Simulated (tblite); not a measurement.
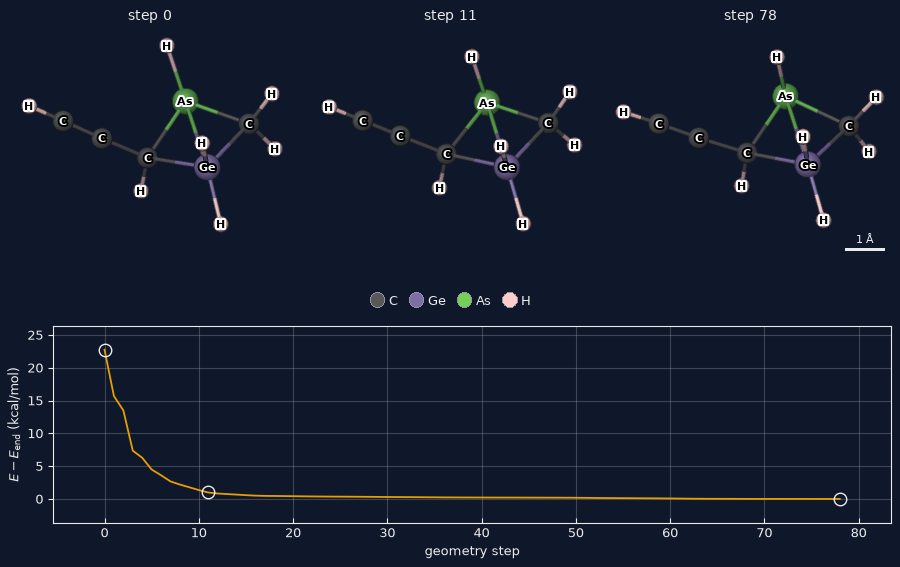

Frames of a relaxation of C4H7AsGe, marked on the history of the run. The picture is a ball-and-stick view, seen at a tilt.

Theory: GFN2-xTB geometry optimisation, gas phase (tblite 0.8.0). 

### What happens along the run?

The atom that moves furthest after the best rigid fit is an H atom (0.77 Å). By element the largest moves are H 0.77 Å, As 0.17 Å, C 0.16 Å, Ge 0.10 Å. Among the contacts that change: As–Ge 2.716 → 2.894 Å, As–C 1.963 → 2.038 Å, As–C 1.949 → 2.009 Å, C–Ge 1.952 → 2.004 Å. Among the angles between lasting bonds that change: Ge–As–H 119.5° → 83.1°, C–As–H 116.5° → 92.9°, C–As–H 116.4° → 93.3°. After 78 geometry steps the energy has fallen by 22.8 kcal/mol. The run took 0.8 s on 1 thread of Arm Neoverse N1, with other jobs on the host. From step 0 to 11: an H atom moves most (0.39 Å), energy −21.8 kcal/mol. From step 11 to 78: an H atom moves most (0.47 Å), energy −0.99 kcal/mol.

```
step  E − E(0), kcal/mol
   0                0.00
   1               -7.07
   2               -9.26
   3              -15.40
   4              -16.48
   5              -18.27
   6              -19.15
   7              -20.09
   8              -20.56
   9              -20.98
  10              -21.40
  14              -22.09
  17              -22.29
  21              -22.36
  24              -22.40
  28              -22.43
  31              -22.47
  35              -22.51
  39              -22.54
  42              -22.55
  46              -22.56
  49              -22.57
  53              -22.62
  57              -22.65
  60              -22.68
  64              -22.73
  67              -22.75
  71              -22.75
  74              -22.76
  78              -22.76
```
